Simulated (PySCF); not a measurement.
**Geometry relaxation of CH₃NOSi**

- system: CH₃NOSi
- method: PBE0-D3(BJ)/def2-SVP geometry optimisation, gas phase (PySCF 2.14.0)

It belongs to a series of runs on one base structure; here: H on Si replaced by CN.

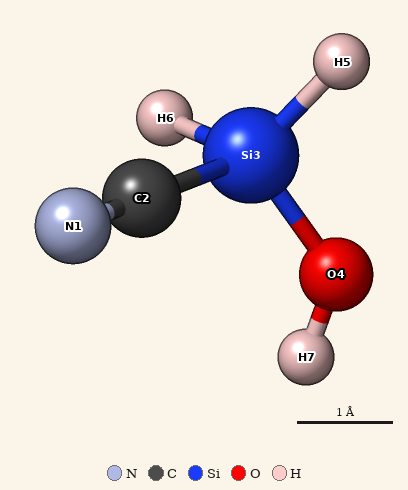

The input geometry (ball-and-stick view, seen at a tilt; atoms are numbered from 1 in the order of the input). Bond lengths as drawn: C–N 1.18 Å, C–Si 1.89 Å, H–O 0.96 Å, H–Si 1.45 to 1.47 Å and O–Si 1.58 Å.

## The input
```
{"job": {"xc": "PBE0", "basis": "def2-SVP", "d3": "d3bj", "grid": 1, "shake": 0.01, "kind": "geom"}, "charge": 0, "multiplicity": 1}
N      2.535080    -0.616290     0.261700
C      1.447920    -0.184920     0.122040
Si    -0.303470     0.493290    -0.085470
O     -1.283990    -0.705760    -0.401630
H     -0.345200     1.301180    -1.289700
H     -0.584240     1.161810     1.191000
H     -1.432160    -1.478400     0.152140
```

The first line tells a small driver script what to run in PySCF; the rest is the geometry in Å.

Run as:
```bash
OMP_NUM_THREADS=1 python <driver script> task.json out
```

## The program's output
```
step   0  E = -458.86198362  max force = 0.043251
step   1  E = -458.86664581  max force = 0.005018
step   2  E = -458.86705468  max force = 0.003807
step   3  E = -458.86741941  max force = 0.003339
step   4  E = -458.86753890  max force = 0.002020
step   5  E = -458.86759205  max force = 0.000989
step   6  E = -458.86760337  max force = 0.000718
step   7  E = -458.86760741  max force = 0.000460
step   8  E = -458.86760826  max force = 0.000123
optimisation converged
```

## Trajectory as extended XYZ (Å, eV, eV/Å), 9 frames, from step=0 to step=8
```
7
Properties=species:S:1:pos:R:3:forces:R:3 step=0 energy=-12486.27057
N     2.5351   -0.6163    0.2617   -1.9781   0.7556  -0.2493
C     1.4479   -0.1849    0.1220    1.7849  -0.5364   0.1952
Si   -0.3035    0.4933   -0.0855    1.8340   0.8547   0.5648
O    -1.2840   -0.7058   -0.4016   -1.7862  -2.2240  -0.4071
H    -0.3452    1.3012   -1.2897    0.1307   0.6151  -0.3240
H    -0.5842    1.1618    1.1910   -0.0563   0.3606   0.2557
H    -1.4322   -1.4784    0.1521    0.0709   0.1744  -0.0354
7
Properties=species:S:1:pos:R:3:forces:R:3 step=1 energy=-12486.39743
N     2.5995   -0.3450    0.2383    0.0384  -0.1706   0.0203
C     1.4609   -0.1666    0.1114   -0.1781   0.2472  -0.0595
Si   -0.3106    0.4200   -0.0927    0.1953  -0.2580   0.1021
O    -1.3482   -0.8233   -0.4082    0.0303   0.1914  -0.2432
H    -0.3016    1.3122   -1.2691   -0.0741   0.0324  -0.0471
H    -0.5987    1.1325    1.1778   -0.0646   0.0387   0.0311
H    -1.4671   -1.5590    0.1926    0.0529  -0.0810   0.1963
7
Properties=species:S:1:pos:R:3:forces:R:3 step=2 energy=-12486.40856
N     2.5884   -0.3763    0.2368   -0.0431  -0.1357   0.0068
C     1.4555   -0.1627    0.1082    0.0353   0.1958  -0.0203
Si   -0.3069    0.4263   -0.0927    0.0536  -0.0491   0.0492
O    -1.3326   -0.8225   -0.4131   -0.0514  -0.0542  -0.1011
H    -0.3213    1.3197   -1.2719   -0.0224   0.0148   0.0073
H    -0.6162    1.1371    1.1775   -0.0099   0.0112  -0.0069
H    -1.4328   -1.5506    0.2054    0.0381   0.0172   0.0650
7
Properties=species:S:1:pos:R:3:forces:R:3 step=3 energy=-12486.41848
N     2.5647   -0.4348    0.2335   -0.0474  -0.0771  -0.0016
C     1.4489   -0.1465    0.1007    0.1527   0.1082   0.0080
Si   -0.3075    0.4389   -0.0968   -0.0904   0.1193  -0.0152
O    -1.3070   -0.8313   -0.4187   -0.0612  -0.1717   0.0449
H    -0.3552    1.3386   -1.2727    0.0262  -0.0079   0.0314
H    -0.6408    1.1448    1.1722    0.0309  -0.0113  -0.0170
H    -1.3690   -1.5388    0.2319   -0.0108   0.0405  -0.0505
7
Properties=species:S:1:pos:R:3:forces:R:3 step=4 energy=-12486.42173
N     2.5519   -0.4659    0.2298   -0.0330  -0.0368  -0.0046
C     1.4492   -0.1318    0.0955    0.1039   0.0581   0.0082
Si   -0.3113    0.4468   -0.0994   -0.0841   0.0798  -0.0248
O    -1.2953   -0.8399   -0.4180   -0.0103  -0.0949   0.0781
H    -0.3710    1.3490   -1.2723    0.0233  -0.0140   0.0169
H    -0.6486    1.1501    1.1696    0.0250  -0.0153  -0.0100
H    -1.3409   -1.5375    0.2449   -0.0249   0.0231  -0.0639
7
Properties=species:S:1:pos:R:3:forces:R:3 step=5 energy=-12486.42318
N     2.5446   -0.4832    0.2243   -0.0050  -0.0104  -0.0043
C     1.4518   -0.1183    0.0911    0.0185   0.0213   0.0017
Si   -0.3147    0.4525   -0.1000   -0.0371  -0.0079  -0.0167
O    -1.2893   -0.8456   -0.4132    0.0308   0.0137   0.0508
H    -0.3792    1.3530   -1.2724    0.0045  -0.0084  -0.0019
H    -0.6484    1.1539    1.1698    0.0061  -0.0074   0.0010
H    -1.3308   -1.5414    0.2506   -0.0177  -0.0010  -0.0307
7
Properties=species:S:1:pos:R:3:forces:R:3 step=6 energy=-12486.42349
N     2.5445   -0.4852    0.2195    0.0019  -0.0027  -0.0042
C     1.4537   -0.1135    0.0887   -0.0075   0.0076  -0.0002
Si   -0.3154    0.4538   -0.0988   -0.0120  -0.0323  -0.0091
O    -1.2887   -0.8458   -0.4088    0.0292   0.0369   0.0213
H    -0.3816    1.3515   -1.2728   -0.0033  -0.0017  -0.0044
H    -0.6454    1.1548    1.1716   -0.0007  -0.0007   0.0033
H    -1.3331   -1.5448    0.2508   -0.0076  -0.0070  -0.0067
7
Properties=species:S:1:pos:R:3:forces:R:3 step=7 energy=-12486.42360
N     2.5454   -0.4849    0.2135    0.0034   0.0006  -0.0042
C     1.4550   -0.1111    0.0858   -0.0108  -0.0007  -0.0004
Si   -0.3153    0.4542   -0.0973    0.0006  -0.0229  -0.0030
O    -1.2886   -0.8450   -0.4042    0.0129   0.0237   0.0021
H    -0.3847    1.3497   -1.2728   -0.0046   0.0020  -0.0014
H    -0.6423    1.1553    1.1738   -0.0014   0.0024   0.0020
H    -1.3355   -1.5472    0.2514    0.0000  -0.0053   0.0049
7
Properties=species:S:1:pos:R:3:forces:R:3 step=8 energy=-12486.42362
N     2.5461   -0.4848    0.2069    0.0017   0.0022  -0.0041
C     1.4555   -0.1103    0.0826   -0.0048  -0.0045  -0.0005
Si   -0.3152    0.4541   -0.0961    0.0047  -0.0045   0.0012
O    -1.2888   -0.8445   -0.4002   -0.0023   0.0032  -0.0045
H    -0.3883    1.3489   -1.2721   -0.0029   0.0023   0.0012
H    -0.6394    1.1558    1.1755    0.0002   0.0023   0.0004
H    -1.3357   -1.5483    0.2536    0.0033  -0.0011   0.0063
```

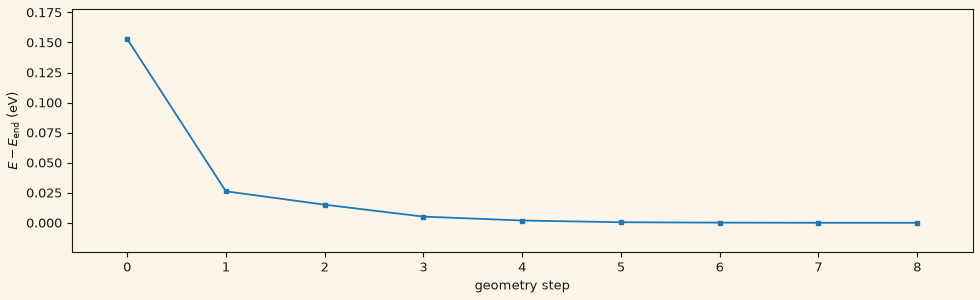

Progress of the relaxation, step by step (steps are counted from 0).

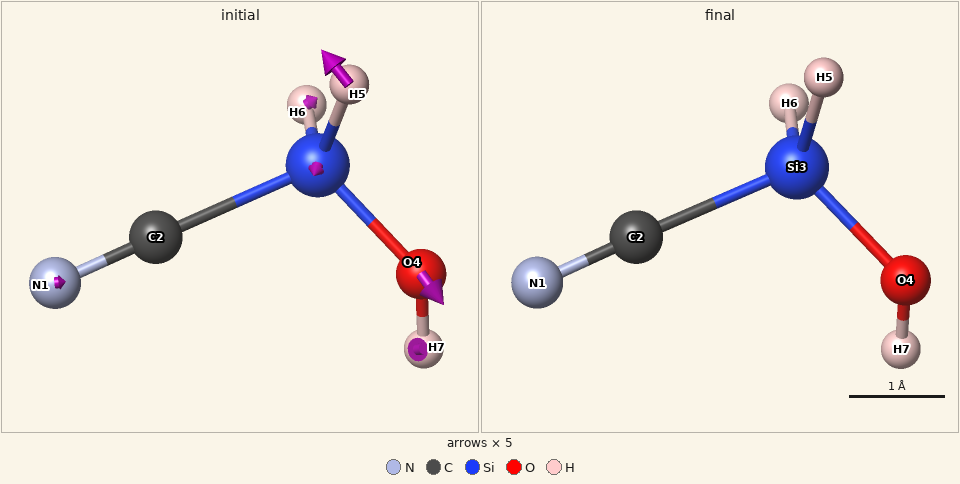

Before (left) and after (right) the relaxation, at one scale (ball-and-stick view, seen at a tilt). The pink arrows give the displacements, magnified 5 times. The atom that moves furthest after the best rigid fit is H5 (0.096 Å). By element the largest moves are H 0.096 Å, O 0.085 Å, Si 0.029 Å, N 0.023 Å, C 0.012 Å. Among the contacts that change: Si3–O4 1.581 → 1.651 Å, Si3–H5 1.451 → 1.479 Å, C2–Si3 1.890 → 1.867 Å, Si3–H6 1.468 → 1.488 Å. Among the angles that change: Si3–O4–H7 126.1° → 118.6°, H5–Si3–H6 117.6° → 112.5°, O4–Si3–H5 103.8° → 107.5°. Over 8 geometry steps the energy falls by 0.153 eV. Largest force component: 2.2 eV/Å at the start, 0.0063 eV/Å at the end. (Atoms are counted from 1 in the order of the input.)

## Key numbers

```tsv
quantity	value
outcome	converged
total energy	−458.867608 hartree
dipole moment	2.99 D
point group	C1
hardware	1 CPU thread, shared host
wall time	25 s
peak memory	0.32 GiB
```
